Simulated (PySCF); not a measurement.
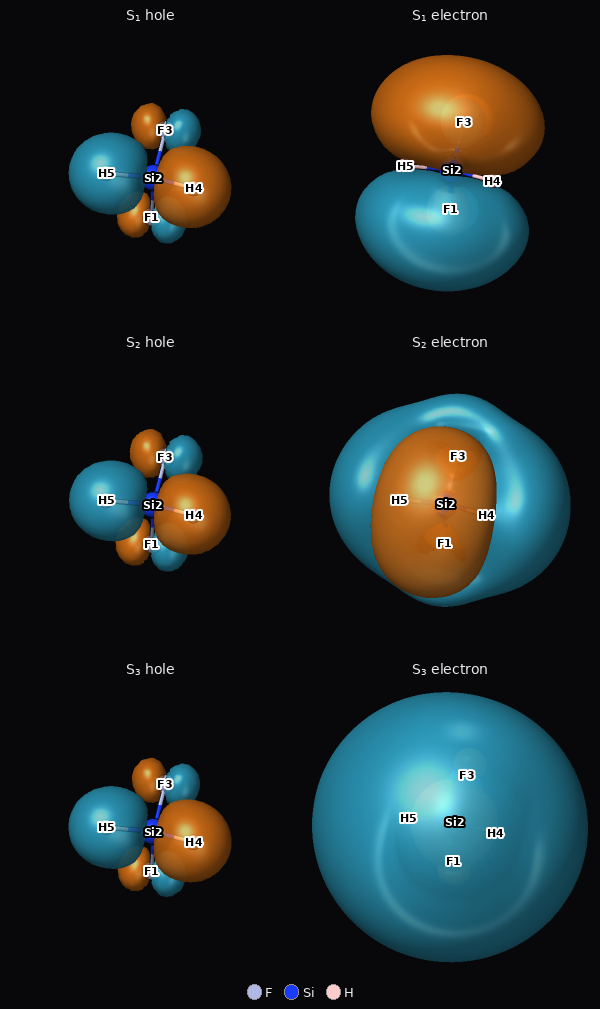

*F2H2Si, SMILES `F[SiH2]F`. Leading natural transition orbitals (TDA singlet states).*

Computed with PySCF, CAM-B3LYP/6-311+G**, geometry: GFN2-xTB. No frequency check shows the geometry to be a minimum.

Input

```python
import numpy as np
from pyscf import gto, scf, dft, tdscf
from pyscf.scf import atom_ks, atom_hf
from scipy.linalg import block_diag

def solve(mol, dm0=None, hcore=None):
    mf = (dft.UKS if mol.spin else dft.RKS)(mol, xc='camb3lyp')
    mf.grids.level = 3
    mf = mf.density_fit(auxbasis='def2-universal-jkfit')
    mf.conv_tol, mf.max_cycle = 1e-8, 80
    if hcore is not None:
        mf.get_hcore = lambda *args: hcore
    mf.kernel(dm0)
    if not mf.converged:
        mf = mf.newton().run(mf.mo_coeff, mf.mo_occ, max_cycle=30)
    assert mf.converged, 'SCF not converged'
    return mf

mol = gto.M(atom='''
F      1.24718     0.50906     0.00027
Si     0.00000    -0.48348     0.00000
F     -1.24717     0.50907    -0.00027
H     -0.00240    -1.19721     1.25387
H      0.00240    -1.19720    -1.25388
''', basis='6-311+g**', charge=0, spin=0, verbose=4)
mf = solve(mol)
td = mf.TDA()
td.nstates, td.singlet, td.conv_tol = 4, True, 1e-5
td.kernel()
td.analyze()
x, y = np.array([p[0] for p in td.xy]), np.array([p[1] + 0 * p[0] for p in td.xy])
f, mu = td.oscillator_strength(), td.transition_dipole()
nto = [td.get_nto(state=i + 1, verbose=4) for i in range(len(td.e))]
# spherically averaged free atoms, for the promolecule
atm = atom_ks.get_atm_nrks(mol, xc='camb3lyp')
pro = block_diag(*[(atm[a[0]][2] * atm[a[0]][3]) @ atm[a[0]][2].T for a in mol._atom])
np.savez('result.npz', e=td.e, f=f, ok=td.converged, w=[n[0] for n in nto], nto=[n[1] for n in nto], x=x, y=y, c=mf.mo_coeff, occ=mf.mo_occ, eps=mf.mo_energy, pro=pro, mu=mu)
```

Launched as:

```sh
OMP_NUM_THREADS=1 python input.py
```

The run took 30 s on 1 thread of AMD EPYC 9R45 96-Core Processor (Zen 5), on a shared host, peak memory 0.48 GiB.

**Describe these excited states.**

By state:
- S₁: 8.45 eV (147 nm), f = 0.000 (dark), partly diffuse acceptor orbital; the leading pair carries 100 %; hole on Si2 (31 %), H4 and H5 (23 % each) and F1 and F3 (12 % each), electron on Si2 (64 %), H4 and H5 (10 % each) and F1 and F3 (8 % each) (atom shares of so diffuse an orbital are rough); their centroids lie 0.3 Å apart.
- S₂: 9.04 eV (137 nm), f = 0.038, partly diffuse acceptor orbital; the leading pair carries 99 %; hole on Si2 (29 %), H4 and H5 (22 % each) and F1 and F3 (14 % each), electron on Si2 (62 %), H4 and H5 (10 % each) and F1 and F3 (8 % each) (atom shares of so diffuse an orbital are rough); their centroids lie 0.3 Å apart.
- S₃: 9.64 eV (129 nm), f = 0.133 (bright), diffuse (Rydberg-like) orbital; the leading pair carries 99 %; hole on Si2 (32 %), H4 and H5 (24 % each) and F1 and F3 (10 % each), electron on Si2 (65 %) and H4 and H5 (16 % each) (atom shares of so diffuse an orbital are rough); their centroids lie 1.3 Å apart.
